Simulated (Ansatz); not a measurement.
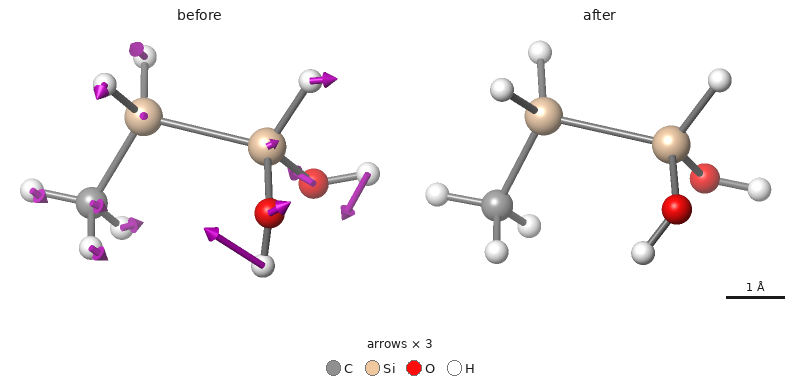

The structure of CH8O2Si2 (coarse preliminary run) before (left) and after (right) a relaxation, at one scale. The purple arrows give the displacements, magnified 3 times.

Style: ball-and-stick. Shown from a free direction.

The start comes from a force field.

Level of theory: Ansatz, RKS PBE-D4/def2-SVP. (force threshold 0.03 eV/Å; at most 200 steps)

Q: Describe what moved and what it gained.

A: The largest move after the best rigid fit is that of an H atom, 0.47 Å. By element the largest moves are H 0.47 Å, O 0.25 Å, C 0.13 Å, Si 0.08 Å. Some distances before and after: Si–Si 2.296 → 2.349 Å, H–Si 1.457 → 1.505 Å, H–Si 1.549 → 1.508 Å, C–Si 1.860 → 1.900 Å. Among the angles between lasting bonds that change: Si–Si–O 111.3° → 102.2°, O–Si–O 105.4° → 112.7°, O–Si–H 108.4° → 102.6°. Groups turn about O–Si by about 30°, O–Si by about 25°. The energy falls by 23.2 kJ/mol in 9 geometry steps. The largest force component goes from 1 to 0.023 eV/Å.
